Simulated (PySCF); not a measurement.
System: C$_{4}$H$_{7}$ClO$_{2}$Si (SMILES CO[SiH2]CC(Cl)=C=O).

Input

```
{"job": {"kind": "nmr", "xc": "PBE0", "basis": "pcSseg-1"}, "charge": 0, "multiplicity": 1}
C     -2.904441    -0.552431     0.171265
O     -1.557843    -0.518638    -0.193110
Si    -0.412090     0.518716     0.287780
C      1.061020    -0.085107    -0.760589
C      2.356923     0.363694    -0.176055
Cl     2.530900     2.070974     0.166509
C      3.341852    -0.408585     0.162723
O      4.221165    -1.121686     0.446515
H     -3.013641    -0.590618     1.256820
H     -3.350818    -1.444304    -0.269144
H     -3.424877     0.333017    -0.199528
H     -0.141575     0.403455     1.723496
H     -0.755115     1.906954    -0.030913
H      0.974109     0.304273    -1.776892
H      1.070019    -1.171724    -0.830790
```

Command:

```sh
OMP_NUM_THREADS=1 python probes_run.py task.json out
```

Geometry: GFN2-xTB.

Level of theory: PBE0/pcSseg-1, SCF density, gas phase, non-relativistic in PySCF 2.14.0.

What will maps of the electron density and electron localisation function show?

C–O (1.17 Å): ρ at the midpoint is about 3.6 e/Å³; the ELF peaks at about 0.85 between the atoms; a multiple bond.
C–C (1.30 Å): ρ at the midpoint is about 2.3 e/Å³; the ELF peaks at about 0.90 between the atoms: a short, multiple covalent bond.
C–Cl (1.75 Å): ρ at the midpoint is about 1.4 e/Å³; the ELF peaks at about 0.90 between the atoms: localised, covalent bonding.
C–H (1.09 Å): the density is about 2 e/Å³ at the midpoint; the ELF climbs to about 1 towards the hydrogen, as it does in any bond to H (an ordinary covalent bond to hydrogen).

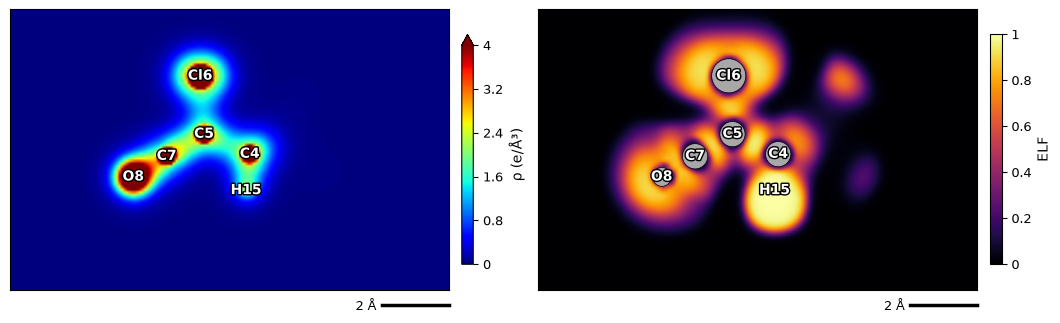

Computed electron density and electron localisation function on the plane of atoms C5, C4 and H15, in this order. Grey discs cover the atomic cores in the ELF map. 
